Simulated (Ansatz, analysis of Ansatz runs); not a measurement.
# Moving an added hole between Cl sites in Na3CrCl6 (P-31c)

Question: does an added hole stay on the Cl atom where it is started in Na3CrCl6 (P-31c), and if so, how high is the barrier for a hop to another Cl site nearby? Model: a cell of 80 host atoms.

Main program and level: Ansatz 0.2.0; plane-wave PAW DFT, PBEsol+U; relaxation of all atoms of a supercell at fixed charge in a uniform background; PAW set soft_1.

## Step 1: Starting point

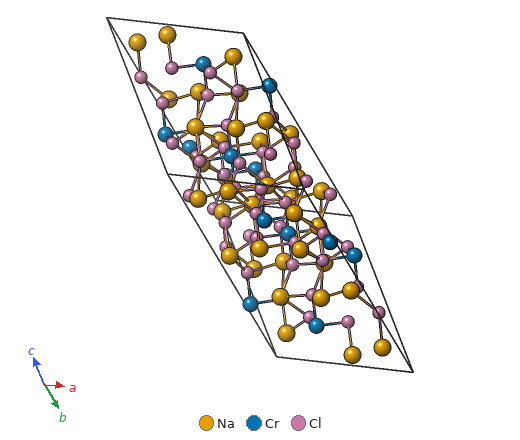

The starting structure, seen slightly off an axis (sodium orange, chromium blue, chlorine pink). Some periodic images of atoms are drawn too.

The cell holds 80 atoms: 24 Na, 8 Cr and 48 Cl. Its edges and angles: a = 16.823 Å, b = 16.823 Å, c = 13.790 Å, α = 128.3°, β = 128.3°, γ = 89.1°. It derives from Na3CrCl6 (space group P-31c). Nearest the centre at fractional (0.500, 0.500, 0.500): Cl56 at 1.93 Å, Cl65 at 1.93 Å, Na10 at 2.03 Å, Na19 at 2.03 Å, Cl42 at 3.13 Å, Cl71 at 3.13 Å, Cr25 at 3.58 Å, Cr32 at 3.58 Å.

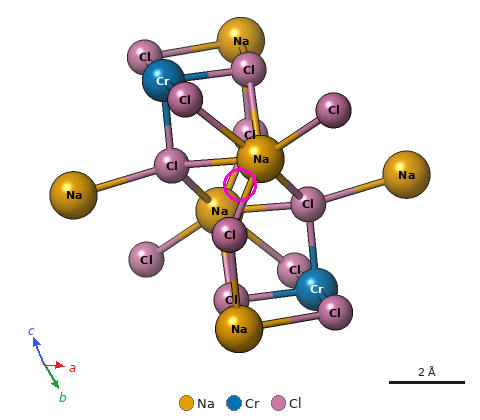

The atoms within 5 Å of the centre. A ring marks the centre wherever it is empty.

Hubbard terms: Cr d 4.0 eV, Cl p 6.0 eV. They were chosen, not fitted, to curb self-interaction in the shells named, the trial site's among them. The two sites are Cl65 and Cl56. The cell's shortest repeat is 13.6 Å. The host's moments were started antiferromagnetic in the unit cell, high spin.

## Step 2: The cell without the carrier

The neutral cell is relaxed first, from small random displacements, so that bond lengths and moments with the carrier can be set beside those of a relaxed cell without it.

File neutral.relax/input.yaml:

```yaml
crystal:
  lattice:
    - [-10.22000688, 5.90052378, 11.98887651]
    - [10.22000688, -5.90052378, 11.98887651]
    - [3.40666899, 5.90052372, -11.98887651]
  atoms:
    - { symbol: Na, position: [0.375, 0.375, 0.0] }
    - { symbol: Na, position: [0.375, 0.875, 0.5] }
    - { symbol: Na, position: [0.875, 0.375, 0.5] }
    - { symbol: Na, position: [0.875, 0.875, 0.0] }
    - { symbol: Na, position: [0.125, 0.125, 0.0] }
    - { symbol: Na, position: [0.125, 0.625, 0.5] }
    - { symbol: Na, position: [0.625, 0.125, 0.5] }
    - { symbol: Na, position: [0.625, 0.625, 0.0] }
    - { symbol: Na, position: [0.395002, 0.061668, 0.0] }
    - { symbol: Na, position: [0.395002, 0.561668, 0.5] }
    - { symbol: Na, position: [0.895002, 0.061668, 0.5] }
    - { symbol: Na, position: [0.895002, 0.561668, 0.0] }
    - { symbol: Na, position: [0.188332, 0.354998, 0.5] }
    - { symbol: Na, position: [0.188332, 0.854998, 0.0] }
    - { symbol: Na, position: [0.688332, 0.354998, 0.0] }
    - { symbol: Na, position: [0.688332, 0.854998, 0.5] }
    - { symbol: Na, position: [0.104998, 0.438332, 0.0] }
    - { symbol: Na, position: [0.104998, 0.938332, 0.5] }
    - { symbol: Na, position: [0.604998, 0.438332, 0.5] }
    - { symbol: Na, position: [0.604998, 0.938332, 0.0] }
    - { symbol: Na, position: [0.311668, 0.145002, 0.5] }
    - { symbol: Na, position: [0.311668, 0.645002, 0.0] }
    - { symbol: Na, position: [0.811668, 0.145002, 0.0] }
    - { symbol: Na, position: [0.811668, 0.645002, 0.5] }
    - { symbol: Cr, position: [0.458333, 0.291667, 0.5], spin: 3.0 }
    - { symbol: Cr, position: [0.458333, 0.791667, 0.0], spin: 3.0 }
    - { symbol: Cr, position: [0.958333, 0.291667, 0.0], spin: 3.0 }
    - { symbol: Cr, position: [0.958333, 0.791667, 0.5], spin: 3.0 }
    - { symbol: Cr, position: [0.041667, 0.208333, 0.5], spin: -3.0 }
    - { symbol: Cr, position: [0.041667, 0.708333, 0.0], spin: -3.0 }
    - { symbol: Cr, position: [0.541667, 0.208333, 0.0], spin: -3.0 }
    - { symbol: Cr, position: [0.541667, 0.708333, 0.5], spin: -3.0 }
    - { symbol: Cl, position: [0.093683, 0.123015, 0.350599] }
    - { symbol: Cl, position: [0.093683, 0.623015, 0.850599] }
    - { symbol: Cl, position: [0.593683, 0.123015, 0.850599] }
    - { symbol: Cl, position: [0.593683, 0.623015, 0.350599] }
    - { symbol: Cl, position: [0.243084, 0.403717, 0.780701] }
    - { symbol: Cl, position: [0.243084, 0.903717, 0.280701] }
    - { symbol: Cl, position: [0.743084, 0.403717, 0.280701] }
    - { symbol: Cl, position: [0.743084, 0.903717, 0.780701] }
    - { symbol: Cl, position: [0.346283, 0.006916, 0.719299] }
    - { symbol: Cl, position: [0.346283, 0.506916, 0.219299] }
    - { symbol: Cl, position: [0.846283, 0.006916, 0.219299] }
    - { symbol: Cl, position: [0.846283, 0.506916, 0.719299] }
    - { symbol: Cl, position: [0.477584, 0.287618, 0.1313] }
    - { symbol: Cl, position: [0.477584, 0.787618, 0.6313] }
    - { symbol: Cl, position: [0.977584, 0.287618, 0.6313] }
    - { symbol: Cl, position: [0.977584, 0.787618, 0.1313] }
    - { symbol: Cl, position: [0.037618, 0.227584, 0.1313] }
    - { symbol: Cl, position: [0.037618, 0.727584, 0.6313] }
    - { symbol: Cl, position: [0.537618, 0.227584, 0.6313] }
    - { symbol: Cl, position: [0.537618, 0.727584, 0.1313] }
    - { symbol: Cl, position: [0.126985, 0.156317, 0.649401] }
    - { symbol: Cl, position: [0.126985, 0.656317, 0.149401] }
    - { symbol: Cl, position: [0.626985, 0.156317, 0.149401] }
    - { symbol: Cl, position: [0.626985, 0.656317, 0.649401] }
    - { symbol: Cl, position: [0.256916, 0.096283, 0.219299] }
    - { symbol: Cl, position: [0.256916, 0.596283, 0.719299] }
    - { symbol: Cl, position: [0.756916, 0.096283, 0.719299] }
    - { symbol: Cl, position: [0.756916, 0.596283, 0.219299] }
    - { symbol: Cl, position: [0.406317, 0.376985, 0.649401] }
    - { symbol: Cl, position: [0.406317, 0.876985, 0.149401] }
    - { symbol: Cl, position: [0.906317, 0.376985, 0.149401] }
    - { symbol: Cl, position: [0.906317, 0.876985, 0.649401] }
    - { symbol: Cl, position: [0.373015, 0.343683, 0.350599] }
    - { symbol: Cl, position: [0.373015, 0.843683, 0.850599] }
    - { symbol: Cl, position: [0.873015, 0.343683, 0.850599] }
    - { symbol: Cl, position: [0.873015, 0.843683, 0.350599] }
    - { symbol: Cl, position: [0.153717, 0.493084, 0.280701] }
    - { symbol: Cl, position: [0.153717, 0.993084, 0.780701] }
    - { symbol: Cl, position: [0.653717, 0.493084, 0.780701] }
    - { symbol: Cl, position: [0.653717, 0.993084, 0.280701] }
    - { symbol: Cl, position: [0.022416, 0.212382, 0.8687] }
    - { symbol: Cl, position: [0.022416, 0.712382, 0.3687] }
    - { symbol: Cl, position: [0.522416, 0.212382, 0.3687] }
    - { symbol: Cl, position: [0.522416, 0.712382, 0.8687] }
    - { symbol: Cl, position: [0.462382, 0.272416, 0.8687] }
    - { symbol: Cl, position: [0.462382, 0.772416, 0.3687] }
    - { symbol: Cl, position: [0.962382, 0.272416, 0.3687] }
    - { symbol: Cl, position: [0.962382, 0.772416, 0.8687] }
basis:
  ecutwfc: 420
  xc_grid: 2
hamiltonian:
  xc: pbesol
  hubbard:
    sites:
      - { species: Cr, l: d, u_eff: 4.0 }
      - { species: Cl, l: p, u_eff: 6.0 }
    projectors: ortho-atomic
  pseudopotentials: { kind: paw, azcp: { folder: soft_1 }, xc_functional: pbe }
kpoints:
  mp_grid: { grid: [1, 1, 1] }
magnetization:
  spin_polarized: true
  initial_magnetization: 0
  spin_locking: { lock_magnetization: hard }
scf:
  occupations: { method: fermi_dirac, width: 0.01 }
  max_iter: 120
  lower_state_search: "off"
output:
  forces: true
relax:
  f_tol: 0.02
  max_steps: 70
  random_displacement: { amplitude: 0.04, seed: 5085 }
checkpoint:
  write: "../neutral.relax.run"
  compress: false
  write_wavefunctions: true
  write_every: 100000
```

The run is started by

```bash
$ ansatz run input.yaml --threads 8 --pin off --max-ram 17899MiB --backend cpu --events-out ev --progress --plain --runs-dir out
```

Numbers of over 12 decimals in the logs are rounded to 6 here.

The program printed:

```text
[... repeated set-up lines and file paths are left out, and long positions are rounded to six places ...]
Engine: ansatz 0.2.0, aarch64-unknown-linux-gnu
Pseudopotentials: kind: paw
Pseudopotential: Na, paw, valence charge 9, recommended cutoff 420 eV (normal), soft_1/Na.paw.azcp
Pseudopotential: Cr, paw, valence charge 14, recommended cutoff 420 eV (normal), soft_1/Cr.paw.azcp
Pseudopotential: Cl, paw, valence charge 7, recommended cutoff 420 eV (normal), soft_1/Cl.paw.azcp
Functional definition: PBEsol
  exchange = pbesol_x
  correlation = pbesol_c
Crystal: 80 atoms, lattice volume = 1927.920 Å³
Basis set: ecut = 420 eV, 37673 PW (Γ), exchange–correlation on 240×240×192 points (8 copies of the dense FFT grid, shifted against one another)
Bands: 412, of which v1, the nominal top of the filled ones, is band 332 counted from 1 (331 counted from 0)
Symmetry: 1 space group operations
k-points: 1
Non-local potential: Na, projectors of the file, l = 0: 3, l = 1: 2, l = 2: 1
Non-local potential: Cr, projectors of the file, l = 0: 3, l = 1: 2, l = 2: 3, l = 3: 1
Non-local potential: Cl, projectors of the file, l = 0: 2, l = 1: 2, l = 2: 1
PAW form: soft (Blöchl's): semilocal exchange-correlation on the pseudo side does not see the compensation charge
PAW frozen core: Na, regenerated for the run's functional, and the local potential with it (the file was generated under x = pbe(κ = 0.804, μ = 0.219515), c = pbe(β = 0.066725))
PAW frozen core: Cr, regenerated for the run's functional, and the local potential with it (the file was generated under x = pbe(κ = 0.804, μ = 0.219515), c = pbe(β = 0.066725))
[...]
[... 10 atoms left out ...]
  atom  56  Cl     0.00082151     0.00456256    -0.00145763
  [... 8 atoms left out ...]
  atom  65  Cl     0.00177343    -0.00326603     0.00607896
[...]
atom  71  Cl    -0.00023394     0.00512613     0.00084055
[...]
atom  76  Cl    -0.00142225    -0.00118027     0.00174546
[...]
max |Σ_I F_I| component: 1.02e-5 eV/Å
--- Band table (eV) ---
  k-point 0 ↑: bands = ["-72.4190", "-72.4169", "-72.4167", "-72.4154", [... 404 left out ...] "10.4209", "10.4394", "10.5230", "10.5396"]
  k-point 0 ↓: bands = ["-72.4180", "-72.4151", "-72.4135", "-72.4133", [... 404 left out ...] "10.4226", "10.4389", "10.5230", "10.5391"]
Occupation matrices written to <dir>
--- Relaxed structure (4 steps of the walk, 4 accepted, 0 SCFs on fresh bases) ---
  F+E_penalty+E_count = -113188.94574916 eV   max|allowed force component| = 9.455e-3 eV/Å
  atoms:
    - { symbol: Na, position: [0.375209, 0.375021, 0.000835] }
    - { symbol: Na, position: [0.374798, 0.874391, 0.499896] }
[...]
- { symbol: Na, position: [0.394622, 0.560904, 0.499645] }
[...]
- { symbol: Na, position: [0.605273, 0.438380, 0.499687] }
[...]
- { symbol: Cr, position: [0.458608, 0.291826, 0.500214] }
[...]
- { symbol: Cr, position: [0.542049, 0.708490, 0.500565] }
[...]
- { symbol: Cl, position: [0.345107, 0.507295, 0.218619] }
[...]
- { symbol: Cl, position: [0.479633, 0.288973, 0.134450] }
[...]
- { symbol: Cl, position: [0.627066, 0.654848, 0.648127] }
    [... 8 atoms left out ...]
    - { symbol: Cl, position: [0.372754, 0.344342, 0.351043] }
    [... 5 atoms left out ...]
    - { symbol: Cl, position: [0.654859, 0.493468, 0.781670] }
    [... 4 atoms left out ...]
    - { symbol: Cl, position: [0.520806, 0.710572, 0.865815] }
    [... 4 atoms left out ...]
[key lines of the parts left out:]
SCF converged after 4 iterations
Magnetization: 0.0000 μB (332.0000 up, 332.0000 down)
Free energy (F): -113188.945749 eV
Fermi energy:    0.524754 (↑ 0.524137, ↓ 0.525429) eV
```

Elapsed: 94 s, on 8 threads of Arm Neoverse V2, shared host; peak memory 4.7 GiB.

The largest displacement from an ideal site is 0.029 Å.

(Part 1 of 3 ends here.)

[Logs are printed without paths, hosts, clocks, repeated set-up lines and the standing remarks that a program may print on its own settings, such as how far it seeks lower states.]

[Hosts, paths, dates, database ids (printed as entryN), source tags and the programs' standing remarks are cut or masked in the printed files.]
